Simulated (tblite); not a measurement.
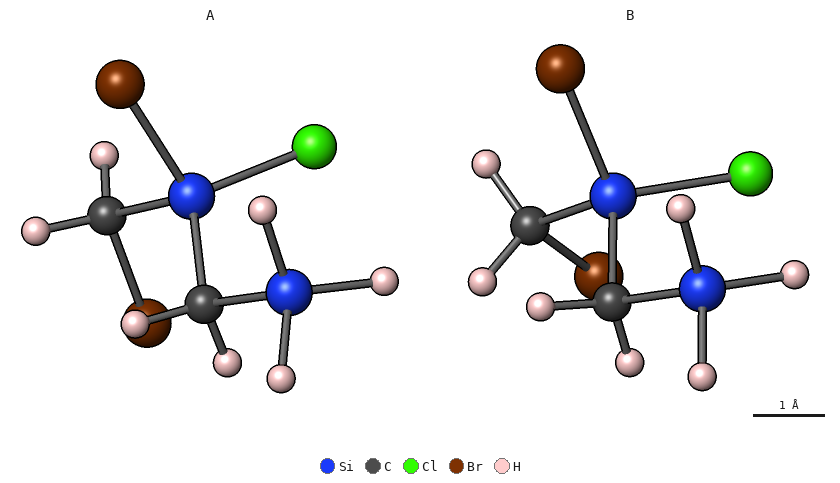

Two geometries of C2H7Br2ClSi2, drawn at one scale. One is the start of a relaxation, the other its converged end. The picture is a ball-and-stick view, seen from a free direction.

Method: tblite, GFN2-xTB geometry optimisation, gas phase. 

Which geometry has the lower energy?

Structure A is the relaxed one. After 85 geometry steps the energy has fallen by 8.69 kcal/mol. A Br atom moves most after the best rigid fit: 0.88 Å. Largest moves by element: Br 0.88 Å, H 0.82 Å, Cl 0.45 Å, C 0.18 Å, Si 0.14 Å. Some distances before and after: Br–Cl 3.402 → 3.911 Å, Cl–Si 2.103 → 2.015 Å, C–Si 1.868 → 1.916 Å, C–H 1.123 → 1.091 Å. Bond angles that change, for instance: H–C–H 113.6° → 106.2°, C–Si–C 105.1° → 112.3°, Br–Si–C 110.1° → 103.1°. Groups turn about C–Si by about 45°. The run took 1.7 s on 1 thread of Arm Neoverse N1, with other jobs on the host.
